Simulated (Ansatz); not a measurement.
```csv
atom,x (Å),y (Å),z (Å)
B,0.3427,-1.3147,1.7989
N,0.1821,-0.0909,1.1340
C,-0.2229,0.1183,-0.2764
C,0.7433,-0.5555,-1.2500
C,-0.3493,1.6266,-0.5358
O,-1.5073,-0.5299,-0.5281
H,0.1680,-2.3433,1.2230
H,0.6591,-1.2936,2.9519
H,0.3383,0.7730,1.6431
H,1.7437,-0.1230,-1.1523
H,0.3908,-0.4214,-2.2764
H,0.7945,-1.6256,-1.0370
H,0.6156,2.1329,-0.4160
H,-0.7067,1.7949,-1.5543
H,-1.0679,2.0794,0.1598
H,-2.1468,-0.2496,0.1597
```

All numbers below come from Ansatz 0.2.0, RKS B3LYP/6-31G.

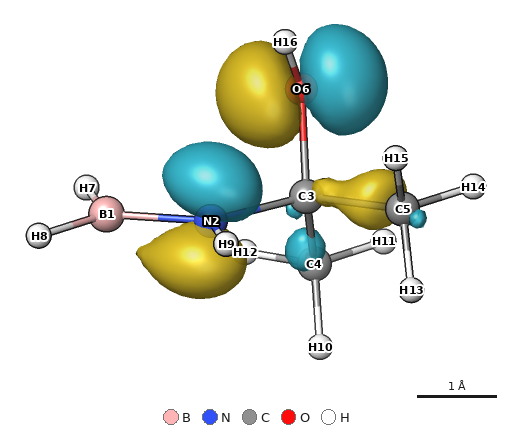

C3H10BNO (SMILES BNC(C)(C)O). The HOMO at ±0.2 Å⁻³ᐟ² (yellow and cyan are the two phases), seen from one side.

> What is the character of this orbital?

Its weight (Hirshfeld) is mainly on O6 (about 50 %), N2 (about 20 %), B1 (about 5 %) and C3 (about 5 %); largely a combination of lone pairs on O6 and N2. Its energy is −7.21 eV.
